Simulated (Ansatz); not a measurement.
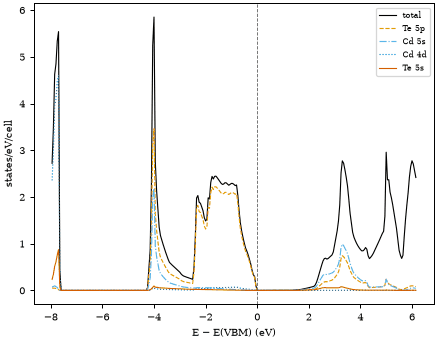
*Total and projected density of states of CdTe (zinc blende, F-43m), r²SCAN in the plane-wave PAW code Ansatz*

**Question.** Which orbitals carry the states next to the gap?

**Answer.** Top 1 eV of the valence band: Te 5p 92 %. Bottom 1 eV of the conduction band: Cd 5s 57 %, Te 5p 22 %, Te 5s 18 %. Projections are on Löwdin-orthogonalised atomic valence shells; empty p or d shells of many metals are not among them.

**Question.** Where is the tallest occupied peak in this window, and what makes it?

**Answer.** Near -4.0 eV, about 5.9 states/eV per cell; the largest projected share is Te 5p.

The cell was relaxed with r²SCAN under the symmetry of its start. Scalar-relativistic: spin–orbit coupling is off unless named, which matters more the heavier the elements.

Potentials: the earlier of the program's two PAW sets.
